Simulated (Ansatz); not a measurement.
# SiNH$_{6}$F: molecular dynamics (part 2 of 2)

SiNH$_{6}$F; RKS PBE0-D4/def2-mTZVP (Ansatz 0.2.0). 

Geometry of the input (Å):
```
Si 0.4246  -0.0714  0.3184
F  0.1019  -0.9143  -1.4372
H  1.1543  -1.2996  0.6905
H  0.9282  0.9868  1.2485
N  -1.2443  0.1388  0.4656
H  0.8714  0.0119  -1.4137
H  1.3209  0.7036  -0.8947
H  -1.9189  -0.3393  -0.1044
H  -1.6381  0.7835  1.1270
```

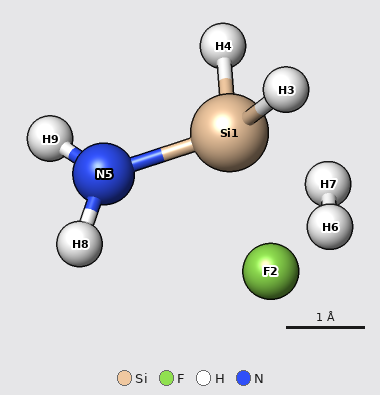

Figure 1. The geometry at step 20 of the log (ball-and-stick view, seen at a tilt; atoms are numbered from 1 in the order of the input).

## Trajectory as extended XYZ, continued
```
9
Properties=species:S:1:pos:R:3:forces:R:3 step=9 time_fs=9.0 energy=-12175.30025 temperature=60.4
Si    0.4211   -0.0765    0.3159    0.4583  -0.1944  -0.0702
F     0.1053   -0.9090   -1.4266   -0.2398   0.0376  -0.1430
H     1.2063   -1.2869    0.6576   -0.1232   0.0735   0.0981
H     0.9146    1.0033    1.2411   -0.0724  -0.0961  -0.1061
N    -1.2457    0.1328    0.4647   -0.2255   0.0442   0.0371
H     0.8344    0.0749   -1.4579    0.3818  -0.1540   0.1979
H     1.3868    0.6631   -0.9116   -0.2303   0.2237  -0.1376
H    -1.9656   -0.3135   -0.0799    0.1546  -0.0999  -0.0946
H    -1.6057    0.8322    1.0849   -0.1035   0.1654   0.2185
9
Properties=species:S:1:pos:R:3:forces:R:3 step=10 time_fs=10.0 energy=-12175.29538 temperature=57.0
Si    0.4215   -0.0774    0.3156    0.3793  -0.2010  -0.1014
F     0.1052   -0.9082   -1.4259   -0.2563  -0.0384  -0.0879
H     1.2099   -1.2870    0.6589   -0.1324   0.1006   0.0882
H     0.9119    1.0075    1.2427   -0.0723  -0.1369  -0.1630
N    -1.2466    0.1336    0.4661   -0.7520  -0.5045  -0.5771
H     0.8470    0.0720   -1.4560    0.3553  -0.0876   0.1633
H     1.3817    0.6668   -0.9225   -0.1479   0.2510  -0.0764
H    -1.9784   -0.3266   -0.0948    0.8435   0.4050   0.5035
H    -1.5976    0.8375    1.0830   -0.2173   0.2117   0.2508
9
Properties=species:S:1:pos:R:3:forces:R:3 step=11 time_fs=11.0 energy=-12175.28800 temperature=50.6
Si    0.4219   -0.0784    0.3152    0.2465  -0.2092  -0.1524
F     0.1050   -0.9073   -1.4252   -0.2671  -0.1166  -0.0166
H     1.2122   -1.2862    0.6611   -0.1265   0.1076   0.0799
H     0.9085    1.0104    1.2427   -0.0579  -0.1530  -0.2022
N    -1.2480    0.1341    0.4671   -0.9556  -0.6921  -0.7940
H     0.8630    0.0683   -1.4525    0.3200  -0.0109   0.1162
H     1.3752    0.6728   -0.9341   -0.0517   0.2748  -0.0110
H    -1.9831   -0.3359   -0.1049    1.1470   0.6776   0.8165
H    -1.5917    0.8449    1.0836   -0.2548   0.1218   0.1636
9
Properties=species:S:1:pos:R:3:forces:R:3 step=12 time_fs=12.0 energy=-12175.30131 temperature=64.8
Si    0.4225   -0.0794    0.3147    0.0632  -0.2196  -0.2238
F     0.1046   -0.9066   -1.4245   -0.2686  -0.1864   0.0706
H     1.2134   -1.2843    0.6639   -0.1061   0.0939   0.0743
H     0.9046    1.0119    1.2408   -0.0294  -0.1424  -0.2211
N    -1.2500    0.1341    0.4676   -0.7790  -0.5070  -0.5958
H     0.8820    0.0645   -1.4479    0.2815   0.0736   0.0655
H     1.3682    0.6815   -0.9458    0.0467   0.2881   0.0490
H    -1.9769   -0.3386   -0.1072    1.0184   0.6719   0.7915
H    -1.5881    0.8534    1.0856   -0.2268  -0.0722  -0.0102
9
Properties=species:S:1:pos:R:3:forces:R:3 step=13 time_fs=13.0 energy=-12175.32735 temperature=91.5
Si    0.4231   -0.0805    0.3142   -0.1596  -0.2375  -0.3168
F     0.1041   -0.9059   -1.4238   -0.2573  -0.2376   0.1734
H     1.2135   -1.2816    0.6675   -0.0740   0.0623   0.0717
H     0.9003    1.0120    1.2367    0.0113  -0.1056  -0.2194
N    -1.2526    0.1338    0.4676   -0.2072  -0.0382  -0.0627
H     0.9038    0.0614   -1.4426    0.2464   0.1662   0.0214
H     1.3617    0.6929   -0.9570    0.1357   0.2822   0.0934
H    -1.9609   -0.3350   -0.1019    0.4803   0.3865   0.4290
H    -1.5868    0.8612    1.0876   -0.1756  -0.2783  -0.1899
9
Properties=species:S:1:pos:R:3:forces:R:3 step=14 time_fs=14.0 energy=-12175.33816 temperature=103.0
Si    0.4236   -0.0817    0.3136   -0.4042  -0.2721  -0.4325
F     0.1035   -0.9053   -1.4231   -0.2316  -0.2634   0.2921
H     1.2129   -1.2782    0.6718   -0.0347   0.0190   0.0713
H     0.8962    1.0111    1.2305    0.0608  -0.0461  -0.1998
N    -1.2553    0.1335    0.4676    0.6729   0.5563   0.6469
H     0.9279    0.0599   -1.4371    0.2210   0.2701  -0.0076
H     1.3565    0.7071   -0.9674    0.2067   0.2494   0.1137
H    -1.9403   -0.3276   -0.0925   -0.3453  -0.1135  -0.1902
H    -1.5871    0.8664    1.0878   -0.1456  -0.3998  -0.2938
9
Properties=species:S:1:pos:R:3:forces:R:3 step=15 time_fs=15.0 energy=-12175.32864 temperature=95.4
Si    0.4240   -0.0830    0.3128   -0.6494  -0.3342  -0.5698
F     0.1028   -0.9049   -1.4221   -0.1932  -0.2621   0.4273
H     1.2119   -1.2747    0.6768    0.0062  -0.0273   0.0718
H     0.8926    1.0098    1.2225    0.1147   0.0292  -0.1680
N    -1.2575    0.1335    0.4680    1.5191   0.9916   1.2098
H     0.9542    0.0610   -1.4318    0.2105   0.3891  -0.0174
H     1.3532    0.7236   -0.9767    0.2576   0.1879   0.1055
H    -1.9230   -0.3213   -0.0850   -1.1019  -0.5988  -0.7866
H    -1.5888    0.8678    1.0852   -0.1635  -0.3753  -0.2727
9
Properties=species:S:1:pos:R:3:forces:R:3 step=16 time_fs=16.0 energy=-12175.33554 temperature=104.4
Si    0.4242   -0.0844    0.3119   -0.8752  -0.4323  -0.7231
F     0.1019   -0.9045   -1.4210   -0.1476  -0.2364   0.5808
H     1.2110   -1.2714    0.6825    0.0427  -0.0671   0.0710
H     0.8902    1.0087    1.2128    0.1681   0.1099  -0.1335
N    -1.2587    0.1342    0.4693    1.8201   0.9219   1.2077
H     0.9825    0.0658   -1.4265    0.2171   0.5221  -0.0102
H     1.3524    0.7420   -0.9850    0.2933   0.1059   0.0712
H    -1.9162   -0.3207   -0.0849   -1.2863  -0.7235  -0.9383
H    -1.5921    0.8655    1.0800   -0.2323  -0.2005  -0.1256
9
Properties=species:S:1:pos:R:3:forces:R:3 step=17 time_fs=17.0 energy=-12175.37443 temperature=144.9
Si    0.4241   -0.0860    0.3106   -1.0691  -0.5698  -0.8832
F     0.1010   -0.9044   -1.4196   -0.1018  -0.1906   0.7553
H     1.2106   -1.2687    0.6888    0.0692  -0.0915   0.0674
H     0.8893    1.0087    1.2018    0.2155   0.1832  -0.1086
N    -1.2587    0.1355    0.4714    1.4102   0.3111   0.5690
H     1.0129    0.0756   -1.4214    0.2395   0.6574   0.0037
H     1.3544    0.7614   -0.9926    0.3245   0.0247   0.0205
H    -1.9218   -0.3271   -0.0938   -0.7638  -0.3799  -0.5114
H    -1.5976    0.8614    1.0735   -0.3242   0.0554   0.0874
9
Properties=species:S:1:pos:R:3:forces:R:3 step=18 time_fs=18.0 energy=-12175.41379 temperature=188.1
Si    0.4236   -0.0877    0.3091   -1.2263  -0.7432  -1.0394
F     0.1000   -0.9043   -1.4177   -0.0613  -0.1266   0.9534
H     1.2108   -1.2670    0.6958    0.0817  -0.0949   0.0603
H     0.8905    1.0105    1.1898    0.2507   0.2355  -0.1060
N    -1.2577    0.1371    0.4739    0.6458  -0.4310  -0.2613
H     1.0456    0.0917   -1.4162    0.2710   0.7688   0.0072
H     1.3595    0.7810   -1.0000    0.3639  -0.0225  -0.0294
H    -1.9346   -0.3370   -0.1077    0.0541   0.1561   0.1605
H    -1.6063    0.8578    1.0679   -0.3797   0.2577   0.2548
9
Properties=species:S:1:pos:R:3:forces:R:3 step=19 time_fs=19.0 energy=-12175.44572 temperature=225.7
Si    0.4227   -0.0898    0.3072   -1.3447  -0.9402  -1.1810
F     0.0990   -0.9043   -1.4154   -0.0259  -0.0425   1.1750
H     1.2117   -1.2661    0.7034    0.0785  -0.0760   0.0500
H     0.8941    1.0145    1.1767    0.2689   0.2560  -0.1342
N    -1.2562    0.1384    0.4762   -0.0771  -0.8659  -0.7985
H     1.0809    0.1152   -1.4110    0.2981   0.8127  -0.0237
H     1.3681    0.8004   -1.0076    0.4237   0.0063  -0.0542
H    -1.9470   -0.3456   -0.1200    0.7125   0.5687   0.6910
H    -1.6185    0.8566    1.0647   -0.3340   0.2810   0.2756
9
Properties=species:S:1:pos:R:3:forces:R:3 step=20 time_fs=20.0 energy=-12175.49640 temperature=282.7
Si    0.4213   -0.0921    0.3049   -1.4210  -1.1393  -1.2996
F     0.0980   -0.9043   -1.4125    0.0124   0.0675   1.4134
H     1.2135   -1.2660    0.7115    0.0603  -0.0392   0.0375
H     0.9003    1.0209    1.1624    0.2670   0.2393  -0.1936
N    -1.2548    0.1390    0.4780   -0.5734  -0.8437  -0.8634
H     1.1191    0.1465   -1.4060    0.3003   0.7343  -0.1159
H     1.3808    0.8199   -1.0159    0.5113   0.1524  -0.0258
H    -1.9525   -0.3486   -0.1257    1.0117   0.7199   0.9072
H    -1.6340    0.8581    1.0642   -0.1686   0.1087   0.1400
9
Properties=species:S:1:pos:R:3:forces:R:3 step=21 time_fs=21.0 energy=-12175.57893 temperature=372.6
Si    0.4195   -0.0948    0.3022   -1.4496  -1.3117  -1.3911
F     0.0970   -0.9042   -1.4089    0.0672   0.2100   1.6535
H     1.2158   -1.2662    0.7199    0.0298   0.0074   0.0238
H     0.9091    1.0296    1.1462    0.2444   0.1866  -0.2746
N    -1.2538    0.1391    0.4792   -0.7511  -0.4536  -0.5160
H     1.1602    0.1848   -1.4021    0.2604   0.4980  -0.2833
H     1.3983    0.8408   -1.0243    0.6199   0.4274   0.0739
H    -1.9484   -0.3448   -0.1227    0.9124   0.5883   0.7773
H    -1.6511    0.8607    1.0650    0.0668  -0.1523  -0.0634
9
Properties=species:S:1:pos:R:3:forces:R:3 step=22 time_fs=22.0 energy=-12175.67720 temperature=479.3
Si    0.4171   -0.0980    0.2990   -1.4247  -1.4282  -1.4566
F     0.0960   -0.9041   -1.4044    0.1500   0.3846   1.8738
H     1.2184   -1.2664    0.7285   -0.0090   0.0537   0.0101
H     0.9202    1.0402    1.1274    0.2022   0.1057  -0.3605
N    -1.2533    0.1389    0.4800   -0.5442   0.1361   0.1048
H     1.2037    0.2279   -1.4009    0.1894   0.1601  -0.4900
H     1.4218    0.8659   -1.0321    0.7138   0.7511   0.2152
H    -1.9355   -0.3353   -0.1123    0.4346   0.1950   0.3221
H    -1.6675    0.8618    1.0652    0.2878  -0.3580  -0.2188
9
Properties=species:S:1:pos:R:3:forces:R:3 step=23 time_fs=23.0 energy=-12175.77041 temperature=582.0
Si    0.4142   -0.1017    0.2953   -1.3449  -1.4733  -1.5027
F     0.0951   -0.9037   -1.3990    0.2611   0.5790   2.0544
H     1.2209   -1.2661    0.7373   -0.0506   0.0903  -0.0022
H     0.9332    1.0517    1.1052    0.1444   0.0088  -0.4329
N    -1.2531    0.1387    0.4809   -0.0095   0.7307   0.8073
H     1.2491    0.2725   -1.4044    0.1432  -0.0809  -0.6237
H     1.4521    0.8981   -1.0378    0.7277   0.9181   0.2917
H    -1.9184   -0.3240   -0.0988   -0.2928  -0.3650  -0.3441
H    -1.6812    0.8595    1.0633    0.4214  -0.4077  -0.2478
9
Properties=species:S:1:pos:R:3:forces:R:3 step=24 time_fs=24.0 energy=-12175.86460 temperature=686.6
Si    0.4109   -0.1058    0.2911   -1.2205  -1.4553  -1.5386
F     0.0944   -0.9031   -1.3925    0.3880   0.7726   2.1864
H     1.2229   -1.2649    0.7460   -0.0890   0.1104  -0.0111
H     0.9476    1.0633    1.0788    0.0780  -0.0887  -0.4793
N    -1.2530    0.1391    0.4823    0.5362   1.0526   1.2622
H     1.2958    0.3162   -1.4138    0.1775  -0.0228  -0.5697
H     1.4894    0.9391   -1.0407    0.6195   0.7420   0.1888
H    -1.9042   -0.3162   -0.0886   -0.9166  -0.8428  -0.9119
H    -1.6908    0.8533    1.0590    0.4270  -0.2682  -0.1268
9
Properties=species:S:1:pos:R:3:forces:R:3 step=25 time_fs=25.0 energy=-12175.98269 temperature=814.1
Si    0.4072   -0.1105    0.2863   -1.0729  -1.4019  -1.5734
F     0.0938   -0.9021   -1.3850    0.5159   0.9486   2.2730
H     1.2241   -1.2626    0.7546   -0.1184   0.1101  -0.0143
H     0.9627    1.0741    1.0478    0.0120  -0.1721  -0.4966
N    -1.2525    0.1402    0.4847    0.6461   0.8281   1.1122
H     1.3441    0.3598   -1.4287    0.2765   0.2929  -0.3507
H     1.5325    0.9871   -1.0417    0.4306   0.2933  -0.0754
H    -1.8988   -0.3165   -0.0871   -0.9963  -0.9228  -0.9868
H    -1.6964    0.8445    1.0535    0.3066   0.0238   0.1120
9
Properties=species:S:1:pos:R:3:forces:R:3 step=26 time_fs=26.0 energy=-12176.11674 temperature=956.0
Si    0.4031   -0.1156    0.2810   -0.9252  -1.3418  -1.6128
F     0.0935   -0.9006   -1.3763    0.6353   1.0986   2.3215
H     1.2241   -1.2593    0.7630   -0.1359   0.0887  -0.0098
H     0.9779    1.0832    1.0122   -0.0454  -0.2308  -0.4896
N    -1.2516    0.1419    0.4877    0.2124   0.1202   0.3903
H     1.3950    0.4060   -1.4470    0.3709   0.6210  -0.1125
H     1.5797    1.0379   -1.0435    0.2509  -0.1596  -0.3569
H    -1.9029   -0.3255   -0.0951   -0.4817  -0.5502  -0.5054
H    -1.6990    0.8360    1.0491    0.1186   0.3541   0.3752
9
Properties=species:S:1:pos:R:3:forces:R:3 step=27 time_fs=27.0 energy=-12176.23930 temperature=1085.4
Si    0.3987   -0.1212    0.2752   -0.7931  -1.2904  -1.6518
F     0.0935   -0.8985   -1.3664    0.7430   1.2206   2.3345
H     1.2228   -1.2552    0.7714   -0.1420   0.0492   0.0030
H     0.9926    1.0900    0.9720   -0.0889  -0.2607  -0.4665
N    -1.2505    0.1436    0.4911   -0.4624  -0.6291  -0.4203
H     1.4493    0.4580   -1.4662    0.4048   0.7512   0.0082
H     1.6291    1.0869   -1.0487    0.1449  -0.3952  -0.5181
H    -1.9116   -0.3398   -0.1078    0.2202   0.0004   0.1833
H    -1.7004    0.8309    1.0483   -0.0265   0.5542   0.5276
9
Properties=species:S:1:pos:R:3:forces:R:3 step=28 time_fs=28.0 energy=-12176.35379 temperature=1203.7
Si    0.3941   -0.1272    0.2689   -0.6829  -1.2489  -1.6736
F     0.0939   -0.8959   -1.3554    0.8376   1.3116   2.3057
H     1.2202   -1.2506    0.7797   -0.1398  -0.0027   0.0237
H     1.0064    1.0943    0.9275   -0.1160  -0.2621  -0.4340
N    -1.2498    0.1449    0.4941   -1.0780  -1.0145  -0.8707
H     1.5072    0.5170   -1.4853    0.3574   0.5967  -0.0613
H     1.6798    1.1320   -1.0589    0.1346  -0.3242  -0.4851
H    -1.9181   -0.3541   -0.1188    0.7192   0.4432   0.7236
H    -1.7021    0.8310    1.0526   -0.0321   0.5009   0.4717
9
Properties=species:S:1:pos:R:3:forces:R:3 step=29 time_fs=29.0 energy=-12176.47653 temperature=1325.8
Si    0.3892   -0.1336    0.2619   -0.5926  -1.2087  -1.6596
F     0.0947   -0.8925   -1.3433    0.9153   1.3651   2.2236
H     1.2162   -1.2460    0.7882   -0.1335  -0.0598   0.0506
H     1.0191    1.0962    0.8790   -0.1254  -0.2376  -0.3962
N    -1.2497    0.1455    0.4965   -1.4717  -0.9367  -0.8340
H     1.5683    0.5815   -1.5049    0.2395   0.1866  -0.3249
H     1.7315    1.1738   -1.0736    0.2063   0.0227  -0.2504
H    -1.9178   -0.3641   -0.1228    0.8623   0.6475   0.9605
H    -1.7042    0.8360    1.0613    0.0998   0.2211   0.2303
9
Properties=species:S:1:pos:R:3:forces:R:3 step=30 time_fs=30.0 energy=-12176.60760 temperature=1452.1
Si    0.3842   -0.1404    0.2545   -0.5157  -1.1581  -1.5956
F     0.0960   -0.8886   -1.3301    0.9699   1.3713   2.0769
H     1.2110   -1.2420    0.7972   -0.1276  -0.1129   0.0807
H     1.0305    1.0957    0.8271   -0.1183  -0.1926  -0.3549
N    -1.2507    0.1455    0.4984   -1.5228  -0.5189  -0.4081
H     1.6314    0.6473   -1.5275    0.1084  -0.2801  -0.6602
H     1.7848    1.2156   -1.0907    0.2995   0.4428   0.0688
H    -1.9092   -0.3678   -0.1177    0.6326   0.5796   0.8629
H    -1.7052    0.8431    1.0722    0.2740  -0.1310  -0.0705
```

## Key numbers

| quantity | value |
| --- | --- |
| outcome | finished |
| mean temperature over the second half | 625 K |
| trajectory | 30 steps, 30 fs |
| ensemble | nvt_nose_hoover |
| temperature in the input | 100 K |
| time step | 1.0 fs |
| potential energy (last step) | −12176.6076 eV |
| mean-field energy (last step) | −12176.5018 eV |
| dispersion energy (last step) | −0.1058 eV |
| SCF solution under orbital rotations (last step) | stable |
| largest force (length of the vector) (last step) | 2.671 eV/Å |
| dipole moment (last step) | 2.35 D |
| hardware | 2 threads of Arm Neoverse V2, 23 GiB of memory available, shared host |
| wall time | 36 s (CPU time 68 s) |
| peak memory | 0.4 GiB |

So short a trajectory is not equilibrated. The temperature stays far from the 100 K of the thermostat over the second half: the run isn't equilibrated.
